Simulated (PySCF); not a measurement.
# C₄H₁₁AlO: what the fields show

```yaml
atoms:
  - { symbol: Al, position_ang: [-0.1315, -0.1291, -0.0642] }
  - { symbol: C, position_ang: [1.8166, -0.2737, 0.1622] }
  - { symbol: C, position_ang: [2.4240, -1.6670, 0.0012] }
  - { symbol: H, position_ang: [2.0732, 0.1467, 1.1530] }
  - { symbol: H, position_ang: [2.2811, 0.4308, -0.5547] }
  - { symbol: H, position_ang: [3.5197, -1.6695, 0.1275] }
  - { symbol: H, position_ang: [2.0183, -2.3791, 0.7387] }
  - { symbol: H, position_ang: [2.2194, -2.0911, -0.9960] }
  - { symbol: C, position_ang: [-1.1395, 1.5219, 0.2389] }
  - { symbol: C, position_ang: [-2.6416, 1.4698, -0.0397] }
  - { symbol: H, position_ang: [-0.6625, 2.3218, -0.3594] }
  - { symbol: H, position_ang: [-0.9532, 1.8277, 1.2869] }
  - { symbol: H, position_ang: [-3.1400, 2.4315, 0.1685] }
  - { symbol: H, position_ang: [-2.8522, 1.2149, -1.0902] }
  - { symbol: H, position_ang: [-3.1430, 0.7031, 0.5714] }
  - { symbol: O, position_ang: [-1.0411, -1.4954, -0.5544] }
  - { symbol: H, position_ang: [-0.6762, -2.3640, -0.7294] }
```

Geometry: PBE0-D3(BJ)/def2-SVP.

The calculation used PBE0/pcSseg-1 Al:pcSseg-2, SCF density, gas phase, non-relativistic (PySCF).

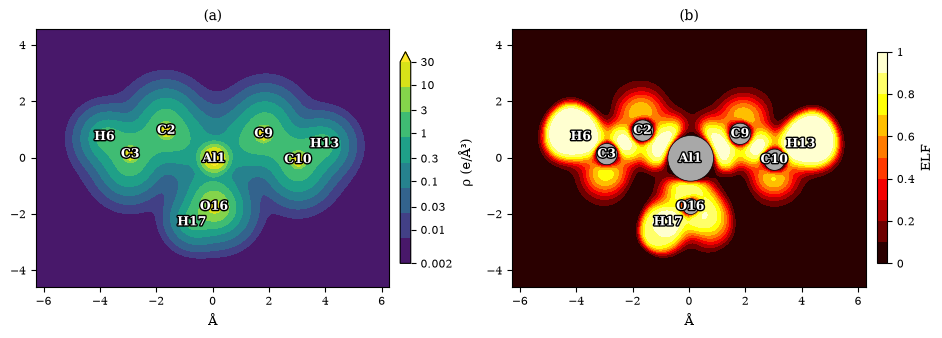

Figure 1. (a) electron density; (b) electron localisation function on the plane of atoms Al1, O16 and H17. Grey discs cover the atomic cores in the ELF map.

What does the map show?

Atoms in the plane: Al, C, H and O.
C–C (1.53 Å): ρ is about 1.6 e/Å³ halfway; the ELF peaks at about 0.95 between the atoms, as expected for a shared electron pair.
Al–O (1.71 Å): ρ at the midpoint is about 0.9 e/Å³; the ELF peaks at about 0.85 in the valence shell of O, 0.6 Å from its nucleus, and is about 0.50 at the midpoint.
C–Al (1.96 Å): the density is about 0.75 e/Å³ at the midpoint; the ELF peaks at about 0.95 between the atoms, as expected for a polar covalent bond.
O–H (0.96 Å): the density is about 3.6 e/Å³ at the midpoint; the ELF climbs to about 1 towards the hydrogen, as it does in any bond to H (a covalent bond by its length).
C–H (1.10 Å): ρ at the midpoint is about 1.9 e/Å³; the ELF climbs to about 1 towards the hydrogen; a covalent bond by its length.
The ELF also peaks beside O16, away from the bonds: lone-pair regions.

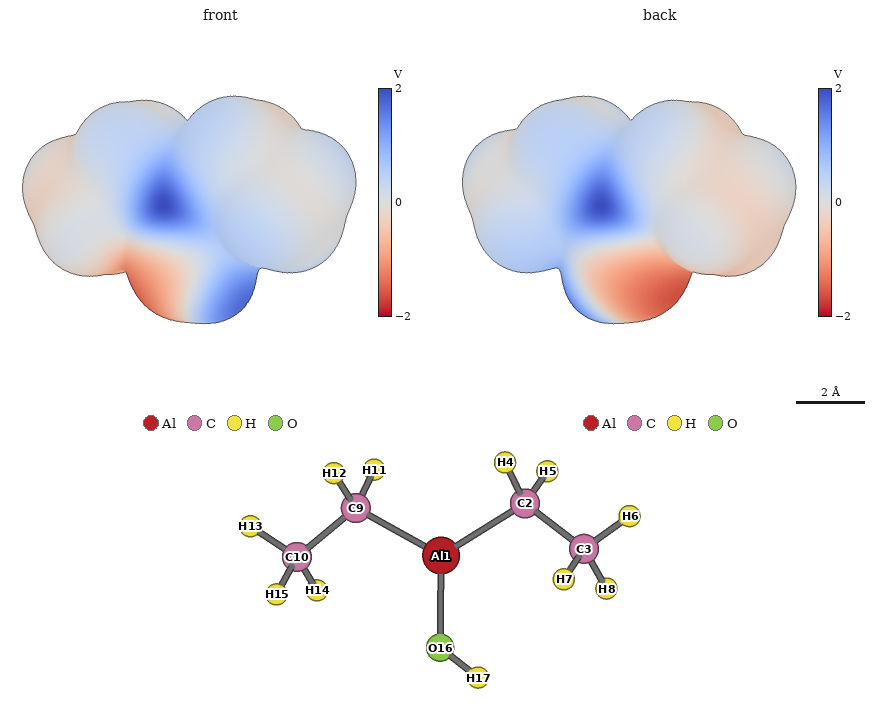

Figure 2. The electrostatic potential painted on the density surface at 0.001 e/bohr³, seen from the front and from behind; the colour scale runs from red (negative) to blue (positive). The bare structure is drawn below in the same view.

Describe the electrostatic potential map.

The most negative region (about −1.5 V) lies over O16, the most positive (about +1.9 V) over Al1. O16 is the likeliest acceptor of a hydrogen bond.
